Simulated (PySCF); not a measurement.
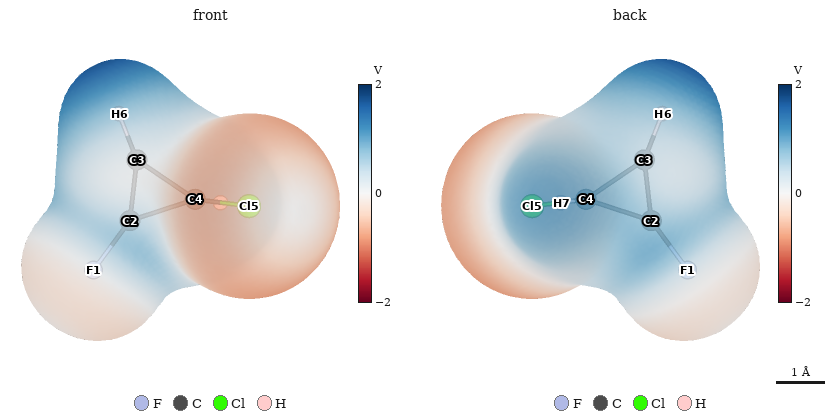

Figure 1: C$_{3}$H$_{2}$ClF (SMILES FC1=C[C@H]1Cl). The molecular electrostatic potential painted on the density surface at 0.002 e/bohr³, seen from the front and from behind; red is negative and blue positive.

Geometry: GFN2-xTB.

Level of theory: PBE0/pcSseg-1, SCF density, gas phase, non-relativistic in PySCF.

```csv
atom,x (Å),y (Å),z (Å)
F,1.8971,-0.7325,-0.7510
C,0.8281,-0.1437,-0.2802
C,0.1477,0.9421,-0.0548
C,-0.4732,-0.3640,0.3711
Cl,-1.8243,-1.0332,-0.5821
H,0.0095,1.9912,-0.1376
H,-0.5816,-0.6549,1.4074
```

> Describe the electrostatic potential map.

The most negative region (about −0.8 V) lies over Cl5, the most positive (about +1.7 V) over H6.

> What dipole moment does the calculation give?

Its dipole moment is 2.27 D.
